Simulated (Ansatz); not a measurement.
# TiHCl₃ + H₂O: a complex and its separated parts, part 2 of 2

Ansatz 0.2.0, Gaussian basis. Earlier steps stand in the parts before.

## 13. CAM-B3LYP-D4/def2-TZVPP

The inputs:

parta/in.yaml

```yaml
crystal:
  periodic: [false, false, false]
  atoms:
    - {symbol: Ti, position_ang: [-0.202016, 0.204278, -1.013771]}
    - {symbol: Cl, position_ang: [0.306314, 0.018040, -3.106865]}
    - {symbol: Cl, position_ang: [-1.427697, -1.384805, -0.209647]}
    - {symbol: Cl, position_ang: [-0.715441, 2.198537, -0.355377]}
    - {symbol: H, position_ang: [1.256305, -0.055040, -0.267031]}
basis:
  gaussian: {orbitals: def2-TZVPP}
hamiltonian: {xc: {name: CAM-B3LYP}, dispersion: d4}
```

partb/in.yaml

```yaml
crystal:
  periodic: [false, false, false]
  atoms:
    - {symbol: O, position_ang: [0.126554, -0.037188, 1.428548]}
    - {symbol: H, position_ang: [1.024596, -0.164721, 1.741678]}
    - {symbol: H, position_ang: [-0.368516, -0.779104, 1.782466]}
basis:
  gaussian: {orbitals: def2-TZVPP}
hamiltonian: {xc: {name: CAM-B3LYP}, dispersion: d4}
```

The same command starts each run, in its folder.

Started as:

```
ansatz run in.yaml --threads 8 --pin off --events-out ev --progress --plain --max-ram 19148MiB
```

Output in parta, cut to the lines that bear on the results:

```text
Functional definition: CAM-B3LYP
  name "CAM-B3LYP"
  cite "Yanai, Tew & Handy, Chem. Phys. Lett. 393, 51 (2004) doi:10.1016/j.cplett.2004.06.011"
  cite "Iikura, Tsuneda, Yanai & Hirao, J. Chem. Phys. 115, 3540 (2001) doi:10.1063/1.1383587"
  cite "Becke, Phys. Rev. A 38, 3098 (1988) doi:10.1103/PhysRevA.38.3098"
  cite "Lee, Yang & Parr, Phys. Rev. B 37, 785 (1988) doi:10.1103/PhysRevB.37.785"
[...]
1493 factors; their error is unknown
238 factors; integrals over basis functions are off by at most 1.9e-5 eV
[...]
mean field -60707.59582301 eV, -2230.9629974094 hartree, gradient 5.4e-5 eV, S^2 0.000000; 0 other end points of the search recorded, 0 dependent functions left out
reference -60707.59595449 eV, -2230.9630022411 hartree; 37, 37 occupied and 167, 167 virtual orbitals, 1493 factors
Total energy: -60707.75719146 eV, -2230.9689275905 hartree
```

Log of partb, cut to the lines that bear on the results:

```text
[... 6 set-up lines as earlier in the session ...]
[...]
  # Exact exchange under (alpha + beta erf(omega r))/r, Becke's under what is left of 1/r.
[...]
269 factors; their error is unknown
72 factors; integrals over basis functions are off by at most 1.6e-5 eV
[...]
mean field -2079.99968534 eV, -76.4385785619 hartree, gradient 1.1e-5 eV, S^2 0.000000; 0 other end points of the search recorded, 0 dependent functions left out
reference -2079.99975277 eV, -76.4385810400 hartree; 5, 5 occupied and 54, 54 virtual orbitals, 269 factors
Total energy: -2080.00381874 eV, -76.4387304613 hartree
```

Wall times: 1.6 s (parta), 0.15 s (partb) on 8 threads of Arm Neoverse V2, shared host.

## 14. wB97X-V/def2-TZVPP

The same edit goes into each in.yaml of step 13 (parta, partb):

```diff
-hamiltonian: {xc: {name: CAM-B3LYP}, dispersion: d4}
+hamiltonian: {xc: {name: wB97X-V}}
```

The same command starts each run, in its folder.

Started as:

```
ansatz run in.yaml --threads 8 --pin off --events-out ev --progress --plain --max-ram 19148MiB
```

Log of parta, cut to the lines that bear on the results:

```text
Functional definition: wB97X-V
  name "wB97X-V"
  cite "Mardirossian & Head-Gordon, Phys. Chem. Chem. Phys. 16, 9904 (2014) doi:10.1039/C3CP54374A"
[... 2 set-up lines as earlier in the session ...]
[...]
      + integral(e_c_pw_opposite_spin*poly(b97_u_opposite, cos0, cos1)) + vv10(b, c)
1469 factors; their error is unknown
220 factors; integrals over basis functions are off by at most 1.9e-5 eV
[...]
mean field -60696.57466385 eV, -2230.5579772806 hartree, gradient 1.4e-5 eV, S^2 0.000000; 0 other end points of the search recorded, 0 dependent functions left out
reference -60696.57466170 eV, -2230.5579772013 hartree; 37, 37 occupied and 167, 167 virtual orbitals, 1469 factors
Total energy: -60696.57466170 eV, -2230.5579772013 hartree
```

Log of partb, cut to the lines that bear on the results:

```text
[... 5 set-up lines as earlier in the session ...]
[...]
      + integral(e_c_pw_opposite_spin*poly(b97_u_opposite, cos0, cos1)) + vv10(b, c)
269 factors; their error is unknown
69 factors; integrals over basis functions are off by at most 2.2e-5 eV
[...]
mean field -2079.88767199 eV, -76.4344621471 hartree, gradient 2.2e-5 eV, S^2 0.000000; 0 other end points of the search recorded, 0 dependent functions left out
reference -2079.88767109 eV, -76.4344621142 hartree; 5, 5 occupied and 54, 54 virtual orbitals, 269 factors
Total energy: -2079.88767109 eV, -76.4344621142 hartree
```

Times: 3.9 s (parta), 0.25 s (partb) on 8 threads of Arm Neoverse V2, shared host; peak memory 0.67 GiB.

## 15. wB97M-V/def2-TZVPP

Each input of step 14 (parta, partb) changes in the same lines:

```diff
-hamiltonian: {xc: {name: wB97X-V}}
+hamiltonian: {xc: {name: wB97M-V}}
```

One command serves all of them, each in its own folder.

Started as:

```
ansatz run in.yaml --threads 8 --pin off --events-out ev --progress --plain --max-ram 19148MiB
```

Log of parta, cut to the lines that bear on the results:

```text
Functional definition: wB97M-V
  name "wB97M-V"
  cite "Mardirossian & Head-Gordon, J. Chem. Phys. 144, 214110 (2016) doi:10.1063/1.4952647"
[... 2 set-up lines as earlier in the session ...]
  # Of w^i u^j: cxij and so on, Table III.
[...]
  gx(w, u) = 1 - cx + cx01*u + cx10*w
[...]
      + integral(e_c_pw_mod_opposite_spin*gos(b97_w_opposite, b97_u_opposite)) + vv10(b, c)
1453 factors; their error is unknown
220 factors; integrals over basis functions are off by at most 1.9e-5 eV
[...]
mean field -60702.09304985 eV, -2230.7607742255 hartree, gradient 8.7e-5 eV, S^2 0.000000; 0 other end points of the search recorded, 0 dependent functions left out
reference -60702.09310283 eV, -2230.7607761725 hartree; 37, 37 occupied and 167, 167 virtual orbitals, 1453 factors
Total energy: -60702.09310283 eV, -2230.7607761725 hartree
```

Output in partb, cut to the lines that bear on the results:

```text
[... 5 set-up lines as earlier in the session ...]
  # Of w^i u^j: cxij and so on, Table III.
[...]
  gx(w, u) = 1 - cx + cx01*u + cx10*w
[...]
      + integral(e_c_pw_mod_opposite_spin*gos(b97_w_opposite, b97_u_opposite)) + vv10(b, c)
269 factors; their error is unknown
69 factors; integrals over basis functions are off by at most 2.2e-5 eV
[...]
mean field -2079.85938218 eV, -76.4334225159 hartree, gradient 2.9e-5 eV, S^2 0.000000; 0 other end points of the search recorded, 0 dependent functions left out
reference -2079.85940419 eV, -76.4334233248 hartree; 5, 5 occupied and 54, 54 virtual orbitals, 269 factors
Total energy: -2079.85940419 eV, -76.4334233248 hartree
```

They took 4.6 s (parta), 0.25 s (partb) on 8 threads of Arm Neoverse V2, shared host; peak memory 0.69 GiB.

## 16. B2PLYP/def2-TZVPP

The same edit goes into each in.yaml of step 15 (parta, partb):

```diff
-hamiltonian: {xc: {name: wB97M-V}}
+hamiltonian: {xc: {name: B2PLYP}}
```

The same command starts each run, in its folder.

Started as:

```
ansatz run in.yaml --threads 8 --pin off --events-out ev --progress --plain --max-ram 19148MiB
```

parta printed, cut to the lines that bear on the results:

```text
Functional definition: B2PLYP
  name "B2PLYP"
  cite "Grimme, J. Chem. Phys. 124, 034108 (2006) doi:10.1063/1.2148954"
[... 2 set-up lines as earlier in the session ...]
[...]
1267 factors; integrals over basis functions are off by at most 8.3e-4 eV
[...]
mean field -60681.49681696 eV, -2230.0038766274 hartree, gradient 6.8e-6 eV, S^2 0.000000; 0 other end points of the search recorded, 0 dependent functions left out
20 core orbitals not correlated: weight in the atoms' cores, before any rotation towards them, 1.000 or more for the frozen orbitals, at most 0.000 for the correlated occupied ones
reference -60681.49698659 eV, -2230.0038828613 hartree; 17, 17 occupied and 167, 167 virtual orbitals, 1267 factors
second order -34.72995921 eV of doubles, -0.00000000 eV of singles
Total energy: -60690.87407558 eV, -2230.3484845256 hartree
```

partb printed, cut to the lines that bear on the results:

```text
[... 5 set-up lines as earlier in the session ...]
[...]
361 factors; integrals over basis functions are off by at most 7.6e-4 eV
[...]
mean field -2077.03827974 eV, -76.3297489134 hartree, gradient 8.4e-7 eV, S^2 0.000000; 0 other end points of the search recorded, 0 dependent functions left out
1 core orbitals not correlated: weight in the atoms' cores, before any rotation towards them, 1.000 or more for the frozen orbitals, at most 0.000 for the correlated occupied ones
reference -2077.03836477 eV, -76.3297520380 hartree; 4, 4 occupied and 54, 54 virtual orbitals, 361 factors
second order -8.41872424 eV of doubles, -0.00000000 eV of singles
Total energy: -2079.31142031 eV, -76.4132852886 hartree
```

Wall times: 2.6 s (parta), 0.2 s (partb) on 8 threads of Arm Neoverse V2, shared host.

## 17. PBE-QIDH/def2-TZVPP

The same edit goes into each in.yaml of step 16 (parta, partb):

```diff
-hamiltonian: {xc: {name: B2PLYP}}
+hamiltonian: {xc: {name: PBE-QIDH}}
```

The same command starts each run, in its folder.

Started as:

```
ansatz run in.yaml --threads 8 --pin off --events-out ev --progress --plain --max-ram 19148MiB
```

Log of parta, cut to the lines that bear on the results:

```text
Functional definition: PBE-QIDH
  name "PBE-QIDH"
  cite "Brémond, Sancho-García, Pérez-Jiménez & Adamo, J. Chem. Phys. 141, 031101 (2014) doi:10.1063/1.4890314"
[... 1 set-up line as earlier in the session ...]
[...]
1267 factors; integrals over basis functions are off by at most 8.3e-4 eV
[...]
mean field -60667.37296164 eV, -2229.4848345178 hartree, gradient 7.5e-6 eV, S^2 0.000000; 0 other end points of the search recorded, 0 dependent functions left out
20 core orbitals not correlated: weight in the atoms' cores, before any rotation towards them, 1.000 or more for the frozen orbitals, at most 0.000 for the correlated occupied ones
reference -60667.37297540 eV, -2229.4848350236 hartree; 17, 17 occupied and 167, 167 virtual orbitals, 1267 factors
second order -31.62675147 eV of doubles, -0.00000000 eV of singles
Total energy: -60677.91522589 eV, -2229.8722555833 hartree
```

partb printed, cut to the lines that bear on the results:

```text
[... 4 set-up lines as earlier in the session ...]
[...]
361 factors; integrals over basis functions are off by at most 7.6e-4 eV
[...]
mean field -2075.58435357 eV, -76.2763181122 hartree, gradient 2.2e-6 eV, S^2 0.000000; 0 other end points of the search recorded, 0 dependent functions left out
1 core orbitals not correlated: weight in the atoms' cores, before any rotation towards them, 1.000 or more for the frozen orbitals, at most 0.000 for the correlated occupied ones
reference -2075.58435907 eV, -76.2763183141 hartree; 4, 4 occupied and 54, 54 virtual orbitals, 361 factors
second order -7.85899130 eV of doubles, -0.00000000 eV of singles
Total energy: -2078.20402283 eV, -76.3725891818 hartree
```

Wall times: 2.7 s (parta), 0.15 s (partb) on 8 threads of Arm Neoverse V2, shared host.

## 18. RPA on PBE/def2-TZVPP

Each input of step 17 (parta, partb) changes in the same lines:

```diff
-hamiltonian: {xc: {name: PBE-QIDH}}
+hamiltonian: {xc: pbe}
+correlation: {method: rpa}
```

The same command starts each run, in its folder.

Started as:

```
ansatz run in.yaml --threads 8 --pin off --events-out ev --progress --plain --max-ram 19148MiB
```

parta printed, cut to the lines that bear on the results:

```text
[... 4 set-up lines as earlier in the session ...]
[...]
1267 factors; integrals over basis functions are off by at most 8.3e-4 eV
[...]
mean field -60684.82324185 eV, -2230.1261204873 hartree, gradient 6.3e-6 eV, S^2 0.000000; 0 other end points of the search recorded, 0 dependent functions left out
20 core orbitals not correlated: weight in the atoms' cores, before any rotation towards them, 1.000 or more for the frozen orbitals, at most 0.000 for the correlated occupied ones
reference -60616.07569903 eV, -2227.5996948875 hartree; 17, 17 occupied and 167, 167 virtual orbitals, 1267 factors
Total energy: -60660.04088659 eV, -2229.2153857298 hartree
```

partb printed, cut to the lines that bear on the results:

```text
[... 4 set-up lines as earlier in the session ...]
[...]
361 factors; integrals over basis functions are off by at most 7.6e-4 eV
[...]
mean field -2078.40755362 eV, -76.3800688001 hartree, gradient 2.1e-6 eV, S^2 0.000000; 0 other end points of the search recorded, 0 dependent functions left out
1 core orbitals not correlated: weight in the atoms' cores, before any rotation towards them, 1.000 or more for the frozen orbitals, at most 0.000 for the correlated occupied ones
reference -2069.53696514 eV, -76.0540806865 hartree; 4, 4 occupied and 54, 54 virtual orbitals, 361 factors
Total energy: -2080.48260260 eV, -76.4563254437 hartree
```

Wall times: 2.1 s (parta), 0.2 s (partb) on 8 threads of Arm Neoverse V2, shared host.

## 19. CCSD(T)/def2-TZVPP

Each input of step 18 (parta, partb) changes in the same lines:

```diff
-hamiltonian: {xc: pbe}
-correlation: {method: rpa}
+correlation: {method: ccsd_t}
```

One command serves all of them, each in its own folder.

Started as:

```
ansatz run in.yaml --threads 8 --pin off --events-out ev --progress --plain --max-ram 19148MiB
```

parta printed, cut to the lines that bear on the results:

```text
Functional definition: HF
  name "HF"
  cite "Fock, Z. Phys. 61, 126 (1930) doi:10.1007/BF01340294"
[... 1 set-up line as earlier in the session ...]
[...]
1267 factors; integrals over basis functions are off by at most 8.3e-4 eV
[...]
mean field -60618.82299694 eV, -2227.7006562237 hartree, gradient 2.0e-6 eV, S^2 0.000000; 0 other end points of the search recorded, 0 dependent functions left out
20 core orbitals not correlated: weight in the atoms' cores, before any rotation towards them, 1.000 or more for the frozen orbitals, at most 0.000 for the correlated occupied ones
reference -60618.82299694 eV, -2227.7006562237 hartree; 17, 17 occupied and 167, 167 virtual orbitals, 1267 factors
second order -27.31656831 eV of doubles, -0.00000000 eV of singles
cycle   1  -27.05100462 eV  change    2.7e-1 eV  update   2.6e-1
[...]
cycle  13  -28.37308049 eV  change   -9.6e-6 eV  update   1.5e-5
perturbative correction -1.63242738 eV, -0.0599905998 hartree
Total energy: -60648.82850482 eV, -2228.8033382996 hartree
```

partb printed, cut to the lines that bear on the results:

```text
[... 4 set-up lines as earlier in the session ...]
[...]
361 factors; integrals over basis functions are off by at most 7.6e-4 eV
[...]
mean field -2069.76241089 eV, -76.0623656650 hartree, gradient 3.6e-6 eV, S^2 0.000000; 0 other end points of the search recorded, 0 dependent functions left out
1 core orbitals not correlated: weight in the atoms' cores, before any rotation towards them, 1.000 or more for the frozen orbitals, at most 0.000 for the correlated occupied ones
reference -2069.76241089 eV, -76.0623656650 hartree; 4, 4 occupied and 54, 54 virtual orbitals, 361 factors
second order -7.10556617 eV of doubles, -0.00000000 eV of singles
cycle   1  -7.11162776 eV  change   -6.1e-3 eV  update   4.1e-2
[...]
cycle   8  -7.26608349 eV  change    3.3e-6 eV  update   7.2e-6
perturbative correction -0.20740325 eV, -0.0076219289 hartree
Total energy: -2077.23589763 eV, -76.3370112370 hartree
```

They took 37 s (parta), 0.2 s (partb) on 8 threads of Arm Neoverse V2, shared host; peak memory 2.5 GiB.

## 20. Vibrations of TiHCl₃

Contents of vib-parta/in.yaml:

```yaml
crystal:
  periodic: [false, false, false]
  atoms:
    - {symbol: Ti, position_ang: [-0.202016, 0.204278, -1.013771]}
    - {symbol: Cl, position_ang: [0.306314, 0.018040, -3.106865]}
    - {symbol: Cl, position_ang: [-1.427697, -1.384805, -0.209647]}
    - {symbol: Cl, position_ang: [-0.715441, 2.198537, -0.355377]}
    - {symbol: H, position_ang: [1.256305, -0.055040, -0.267031]}
basis:
  gaussian: {orbitals: def2-TZVP}
hamiltonian: {xc: pbe0, dispersion: d4}
phonons: {temperatures: {t_min: 298.15, t_max: 900, t_step: 200}}
```

Started as:

```
ansatz run in.yaml --threads 8 --pin off --events-out ev --progress --plain --max-ram 19148MiB
```

Output, cut to the lines that bear on the results:

```text
[... 5 set-up lines as earlier in the session ...]
[...]
1314 factors; their error is unknown
[...]
mean field -60687.75939409 eV, -2230.2340220920 hartree, gradient 2.7e-5 eV, S^2 0.000000; 0 other end points of the search recorded, 0 dependent functions left out
[...]
Atom 2 at    -1.427697    -1.384805    -0.209647 Å, force     0.000450     0.000383    -0.000107 eV/Å
Atom 3 at    -0.715441     2.198537    -0.355377 Å, force     0.000221    -0.000811    -0.000292 eV/Å
Atom 4 at     1.256305    -0.055040    -0.267031 Å, force     0.000046    -0.000166     0.000427 eV/Å
Dipole moment:    -0.029257     0.005180    -0.014938 e Å
Vibrations: 110.66 110.66 114.96 405.64 453.68 453.70 572.98 573.02 1838.31 cm⁻¹, zero-point energy 0.287247 eV
```

Wall time 32 s (8 threads of Arm Neoverse V2, shared host).

Wavenumbers and character of the modes:

| mode | wavenumber (cm⁻¹) | character |
| --- | --- | --- |
| 1 | 111 | bend |
| 2 | 111 | bend |
| 3 | 115 | bend |
| 4 | 406 | Ti–Cl stretch |
| 5 | 454 | bend with Ti–Cl stretch |
| 6 | 454 | bend with Ti–Cl stretch |
| 7 | 573 | Ti–Cl stretch with bend |
| 8 | 573 | Ti–Cl stretch with bend |
| 9 | 1838 | Ti–H stretch |

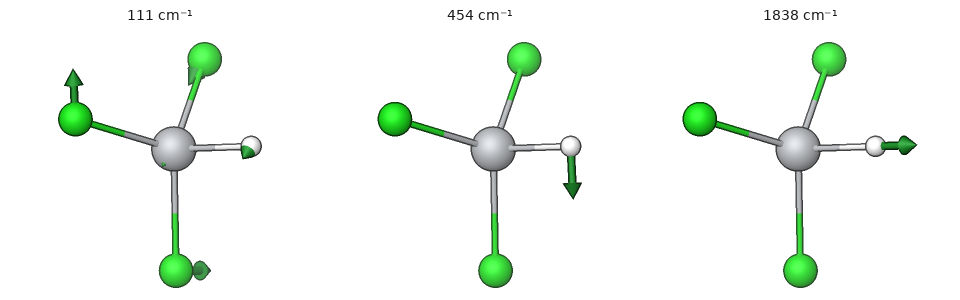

Displacements of 3 modes, as arrows.

Vibrational sums (real modes only):

| T (K) | entropy (J/mol/K) | heat capacity (J/mol/K) |
| --- | --- | --- |
| 298 | 55.3 | 51.0 |
| 498 | 84.2 | 61.1 |
| 698 | 105.7 | 65.8 |
| 898 | 122.6 | 68.6 |

## 21. Vibrations of H₂O

Contents of vib-partb/in.yaml:

```yaml
crystal:
  periodic: [false, false, false]
  atoms:
    - {symbol: O, position_ang: [0.126554, -0.037188, 1.428548]}
    - {symbol: H, position_ang: [1.024596, -0.164721, 1.741678]}
    - {symbol: H, position_ang: [-0.368516, -0.779104, 1.782466]}
basis:
  gaussian: {orbitals: def2-TZVP}
hamiltonian: {xc: pbe0, dispersion: d4}
phonons: {temperatures: {t_min: 298.15, t_max: 900, t_step: 200}}
```

Started as:

```
ansatz run in.yaml --threads 8 --pin off --events-out ev --progress --plain --max-ram 19148MiB
```

Output, cut to the lines that bear on the results:

```text
[... 5 set-up lines as earlier in the session ...]
[...]
239 factors; their error is unknown
[...]
mean field -2078.33307681 eV, -76.3773318279 hartree, gradient 1.2e-5 eV, S^2 0.000000; 0 other end points of the search recorded, 0 dependent functions left out
[...]
Total energy: -2078.33734664 eV, -76.3774887413 hartree
Atom 0 at     0.126554    -0.037188     1.428548 Å, force     0.000022    -0.000047     0.000036 eV/Å
Atom 1 at     1.024596    -0.164721     1.741678 Å, force     0.000001     0.000029    -0.000018 eV/Å
Atom 2 at    -0.368516    -0.779104     1.782466 Å, force    -0.000023     0.000018    -0.000018 eV/Å
Dipole moment:     0.148586    -0.320590     0.245959 e Å
Vibrations: 1622.90 3851.60 3959.33 cm⁻¹, zero-point energy 0.584823 eV
```

Wall time 0.45 s (8 threads of Arm Neoverse V2, shared host).

Wavenumbers and character of the modes:

| mode | wavenumber (cm⁻¹) | character |
| --- | --- | --- |
| 1 | 1623 | bend |
| 2 | 3852 | O–H stretch |
| 3 | 3959 | O–H stretch |

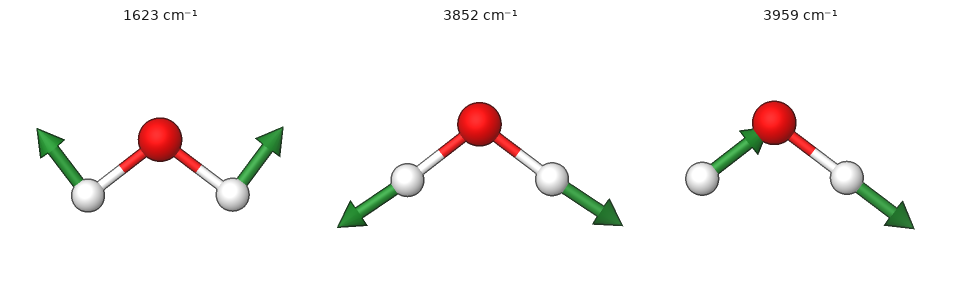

How the atoms move in 3 of the modes.

Vibrational sums (real modes only):

| T (K) | entropy (J/mol/K) | heat capacity (J/mol/K) |
| --- | --- | --- |
| 298 | 0.0 | 0.2 |
| 498 | 0.4 | 1.7 |
| 698 | 1.4 | 3.9 |
| 898 | 2.6 | 6.1 |

## 22. Complex less separated parts

The complex's own energies come from single points at the same levels.

Rows are in def2-TZVPP; times add the 3 runs of a level on a shared host, so small differences are noise.

Differences are taken before rounding.

| method | rung | complex less parts (kcal/mol) | from CCSD(T) (kcal/mol) | time |
| --- | --- | --- | --- | --- |
| SPW92 | LDA | -21.4 | -8.1 | 1.8 s |
| PBE-D4 | GGA | -14.1 | -0.9 | 2.8 s |
| BLYP-D4 | GGA | -12.5 | +0.8 | 3.1 s |
| r2SCAN-D4 | meta-GGA | -15.1 | -1.9 | 6.2 s |
| B97M-V | meta-GGA | -14.5 | -1.3 | 11 s |
| PBE0-D4 | hybrid | -14.3 | -1.0 | 4.7 s |
| B3LYP-D4 | hybrid | -13.0 | +0.3 | 4.2 s |
| r2SCAN0-D4 | hybrid | -15.1 | -1.8 | 7.7 s |
| BHLYP-D4 | hybrid | -13.9 | -0.6 | 4.3 s |
| CAM-B3LYP-D4 | range-separated hybrid | -14.2 | -0.9 | 4.8 s |
| wB97X-V | range-separated hybrid | -14.1 | -0.8 | 11 s |
| wB97M-V | range-separated hybrid | -14.5 | -1.2 | 12 s |
| B2PLYP | double hybrid | -11.8 | +1.5 | 7.6 s |
| PBE-QIDH | double hybrid | -14.0 | -0.7 | 7.8 s |
| RPA on PBE | RPA | -11.6 | +1.6 | 6.3 s |
| Hartree-Fock | wavefunction | -8.1 | +5.2 |  |
| MP2 | wavefunction | -13.7 | -0.4 |  |
| CCSD | wavefunction | -12.5 | +0.8 |  |
| CCSD(T) | wavefunction | -13.3 | 0 | 3.7 min |

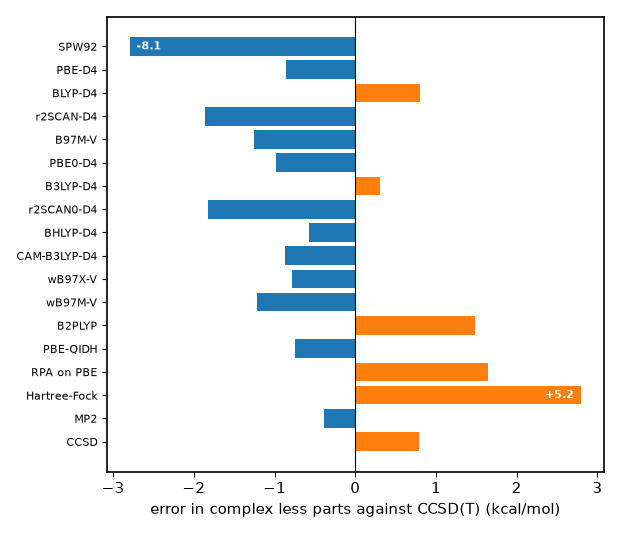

Deviations from CCSD(T), method by method. Bars with a number in them are cut short.

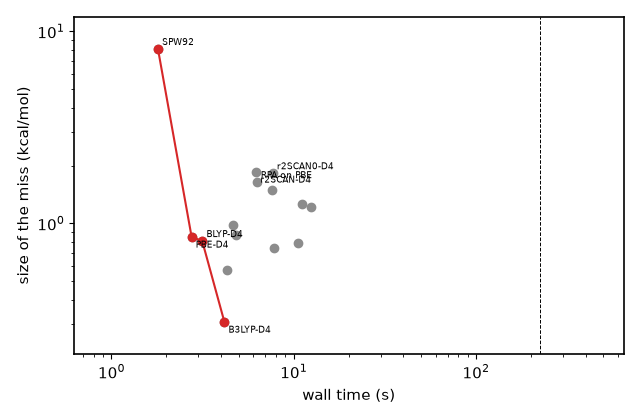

Accuracy for the time spent; red marks the levels that beat every quicker one drawn (of those quicker than the yardstick), and the dashed line is the time of CCSD(T). Only those levels and the largest misses are named. Times are from a shared host.

For cost: B3LYP-D4 gets within 0.3 kcal/mol in 4.2 s, where CCSD(T) took 3.7 min; the quickest level in the cost chart, SPW92, takes 1.8 s and misses by 8.1 kcal/mol.

The complex's zero-point energy, from a separate PBE0-D4 run, is 0.982 eV.

## 23. Results

This closing draws on all 2 parts.

```
                              quantity           value
complex less parts, CCSD(T)/def2-TZVPP  -13.3 kcal/mol
                with zero-point energy  -10.7 kcal/mol
                 largest T1 diagnostic           0.025
```

At CCSD(T) the complex lies 13.3 kcal/mol below its parts. B3LYP-D4 is the best functional here (+0.3 kcal/mol from CCSD(T)); SPW92 is the worst (-8.1 kcal/mol). By rung, the mean size of the error is: LDA 8.1, GGA 0.8, meta-GGA 1.6, hybrid 0.9, range-separated hybrid 1.0, double hybrid 1.1 kcal/mol. The double hybrids carry no dispersion term here, unlike the levels marked D4 or V. PBE-D4 gives a relative energy 0.9 kcal/mol too low, inside chemical accuracy (1 kcal/mol). No counterpoise was applied, and triple zeta lacks some correlation, so the CCSD(T) reference has a basis error of its own, and close matches with it are partly luck. The restricted Hartree–Fock reference is unstable towards an unrestricted one at one or more of these structures.
